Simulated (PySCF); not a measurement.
H$_{6}$Hf$_{2}$O$_{6}$S

```yaml
atoms:
  - { symbol: Hf, position_ang: [-0.4679, 1.5252, -1.1890] }
  - { symbol: O, position_ang: [-1.4384, 3.0674, -0.5738] }
  - { symbol: O, position_ang: [-0.2518, 1.4668, -3.1027] }
  - { symbol: O, position_ang: [-1.1519, -0.1934, -0.4094] }
  - { symbol: S, position_ang: [1.5849, 1.2197, -0.0178] }
  - { symbol: Hf, position_ang: [0.6724, -0.9994, 0.8409] }
  - { symbol: O, position_ang: [1.9781, -1.2754, 2.2243] }
  - { symbol: O, position_ang: [0.9322, -2.4515, -0.3918] }
  - { symbol: O, position_ang: [-0.9785, -1.1539, 1.9525] }
  - { symbol: H, position_ang: [-1.7154, 3.9066, -0.2113] }
  - { symbol: H, position_ang: [0.0367, 1.4080, -4.0108] }
  - { symbol: H, position_ang: [-1.8405, -0.4642, 0.2181] }
  - { symbol: H, position_ang: [2.6554, -1.4533, 2.8717] }
  - { symbol: H, position_ang: [0.9709, -3.1802, -1.0050] }
  - { symbol: H, position_ang: [-1.0189, -1.4985, 2.8481] }
```

Geometry: PBE0-D3(BJ)/def2-SVP; core potentials replace the inner electrons of Hf.

The calculation used PySCF, CAM-B3LYP/def2-SVPD, SCF density, gas phase, scalar-relativistic core potentials on the heavy atoms.

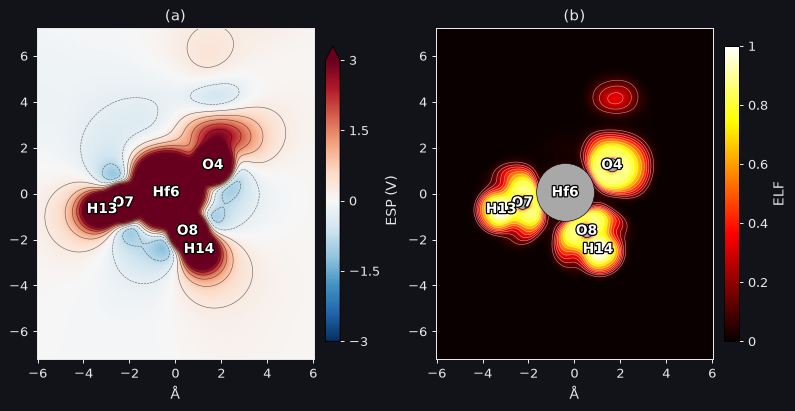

Figure 1. (a) electrostatic potential; (b) ELF on the plane of atoms O7, Hf6 and O8. Grey discs cover the atomic cores in the ELF map.

> Interpret the plot.

The plane passes through O, Hf and H nuclei. Hf–O (1.92 Å): the ELF peaks at about 0.80 in the valence shell of O, 0.5 Å from its nucleus, and drops to about 0.15 between the two atoms. O–H (0.95 Å): the ELF climbs to about 1 towards the hydrogen, as it does in any bond to H (an ordinary covalent bond to hydrogen). Outside the dense part of the molecule the potential is most negative (−1.2 V) near O8.

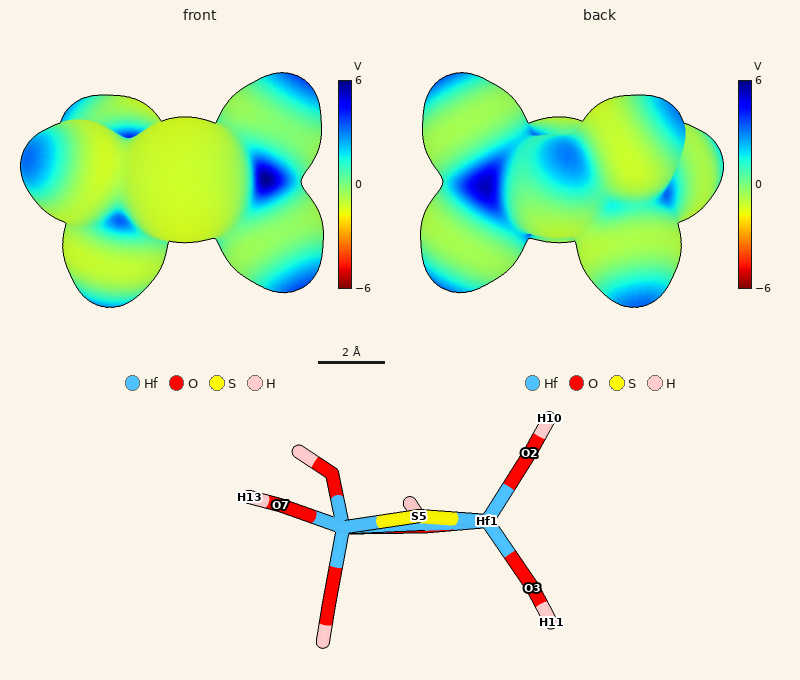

Figure 2. The electrostatic potential painted on the density surface at 0.004 e/bohr³, seen from the front and from behind; the colour scale runs from red (negative) to blue (positive). The bare structure is drawn below in the same view.

> Where is the surface potential most negative and most positive?

The most negative region (about −1.3 V) lies over S5, the most positive (about +5.1 V) over Hf1.
